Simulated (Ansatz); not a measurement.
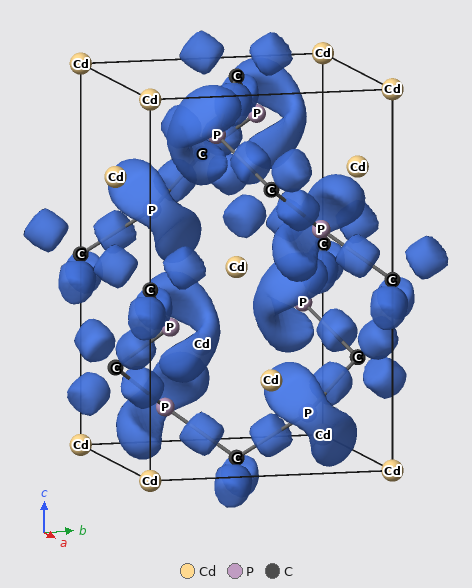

Figure. CdP2C. Isosurface of the electron localisation function at 0.8 (blue), seen slightly off an axis. Only the valence region is drawn (cores and ρ < 0.01 e/Å³ removed). Sticks mark near contacts.

Space group I-42d; started from the II-IV-V2 ordering on zincblende lattice prototype, which need not be the ambient phase.

Level of theory: DFT, r2SCAN, plane waves, PAW (Ansatz 0.2.0).

Core electrons are frozen (PAW), and the valence fields are smoothed inside the atomic spheres.

```
CELL_PARAMETERS angstrom
5.49571 0.00000 0.00000
0.00000 5.49571 0.00000
0.00000 0.00000 8.40920
ATOMIC_POSITIONS crystal
Cd 0.00000 0.00000 0.00000
Cd 0.50000 0.50000 0.50000
P 0.34567 0.25000 0.12500
P 0.84567 0.75000 0.62500
Cd 0.00000 0.50000 0.25000
Cd 0.50000 0.00000 0.75000
P 0.25000 0.84567 0.37500
P 0.75000 0.34567 0.87500
C 0.00000 0.00000 0.50000
C 0.50000 0.50000 0.00000
P 0.15433 0.25000 0.62500
P 0.65433 0.75000 0.12500
C 0.50000 0.00000 0.25000
C 0.00000 0.50000 0.75000
P 0.75000 0.15433 0.37500
P 0.25000 0.65433 0.87500
```

**Describe the localisation domains.**

At this value the surface marks out 16 regions between bonded C–P atoms (shared pairs) and eight regions wrapped around P (the valence shell of each), counted in one cell of 16 atoms. Regions shared between cells count once. Profiles from the grid: P–C (1.93 Å): the ELF peaks at about 0.90 between the atoms, as expected for localised, covalent bonding. Cd–P (2.57 Å): the ELF peaks at about 0.95 in the valence shell of P, 0.8 Å from its nucleus, and is about 0.40 at the midpoint.
